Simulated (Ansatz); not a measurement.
**Run report: BH2F3, nudged elastic band**

System: BH2F3.
Method: RKS PBE0-D4/def2-SVPD (Ansatz 0.2.0).

One setting was made poor on purpose. It belongs to a series of runs on one base structure; here: an input spoilt on purpose.

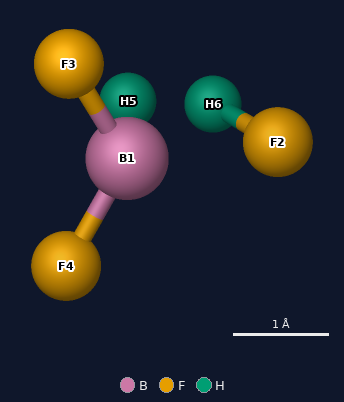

Figure 1. The structure as given in the input (ball-and-stick view, seen at a tilt; atoms are numbered from 1 in the order of the input).

Input
```yaml
crystal:
  periodic: [false, false, false]
  atoms:
    - { symbol: B, position_ang: [0.0, 0.0, 0.0] }
    - { symbol: F, position_ang: [0.0, 0.0, 1.67] }
    - { symbol: F, position_ang: [1.1431, 0.0, -0.66] }
    - { symbol: F, position_ang: [-1.1431, 0.0, -0.66] }
    - { symbol: H, position_ang: [0.0623, -1.4126, 0.4698] }
    - { symbol: H, position_ang: [0.0491, -1.1133, 1.3144] }
basis:
  gaussian: { orbitals: def2-SVPD }
hamiltonian:
  xc: pbe0
  dispersion: d4
neb:
  order_check: false
  images: 7
  f_tol: 0.05
  max_iterations: 8
  final_atoms:
    - { symbol: B, position_ang: [0.0, 0.0, 0.0] }
    - { symbol: F, position_ang: [0.0, 0.0, 1.67] }
    - { symbol: F, position_ang: [1.1431, 0.0, -0.66] }
    - { symbol: F, position_ang: [-1.1431, 0.0, -0.66] }
    - { symbol: H, position_ang: [0.0623, -1.4126, 0.4698] }
    - { symbol: H, position_ang: [0.0491, -1.1133, 1.3144] }
  initial_path: idpp
  relax_end_points: true
```

Machine: 2 threads of Arm Neoverse V1, 24 GiB of memory available, shared host.

Command:
```bash
ansatz run input.yaml --threads 2 --pin off --max-ram 3072MiB --backend cpu --events-out ev --progress --plain --runs-dir out
```

What the program printed
```
Error: invalid value for `basis.gaussian`: such a run doesn't read neb.relax_end_points; remove what it names
```

Outcome

```tsv
quantity	value
outcome	refused by the program
```

What went wrong

The program refused the input: “invalid value for `basis.gaussian`: such a run doesn't read neb.relax_end_points; remove what it names” A deliberately poor setting: bad input.
